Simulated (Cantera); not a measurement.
A closed system holds: 1 mol CO, 1 mol H₂O, 24 mol H₂, 1.3 mol NH₃, at 49.0 mbar.

These are equilibrium values from Cantera (NASA tables, ideal gas, pure condensed phases), not measurements of a reactor. Candidate condensed phases: C, C₆H₆, C₇H₈, C₈H₁₈, H₂O; 136 gas species. The numbers say what is thermodynamically allowed, not how fast it happens.

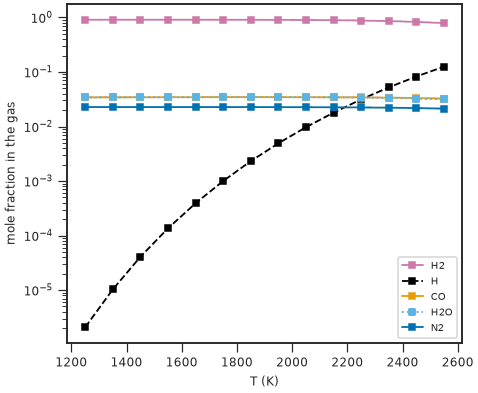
Figure: Equilibrium gas composition (values under 1e-9 drawn at 1e-9)

From 1250 K to 2550 K nothing is condensed. The main C-bearing gas is CO throughout.
